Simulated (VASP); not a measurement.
Band structure of AlGa₃As₄ (ordered alloy cell). All values below come from PBEsol GGA, VASP's PBE PAW potentials (set 64) (plane waves; VASP).

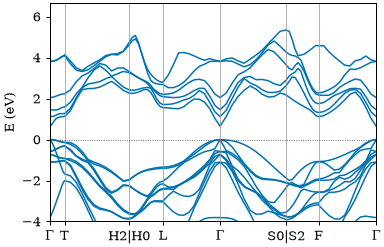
*Bands along high-symmetry lines, zero at the valence-band maximum or, without a gap, the Fermi level*

### Question
Read the plot: is there a gap, and where are the band edges?

### Answer
The gap is direct, 0.65 eV, from the valence maximum at Γ to the conduction minimum at Γ. (Edges off the drawn lines would not show.)

The structure was generated: AlGa3As4 was put into an ordered model structure (R3m), which need not be its known phase. It was relaxed first.
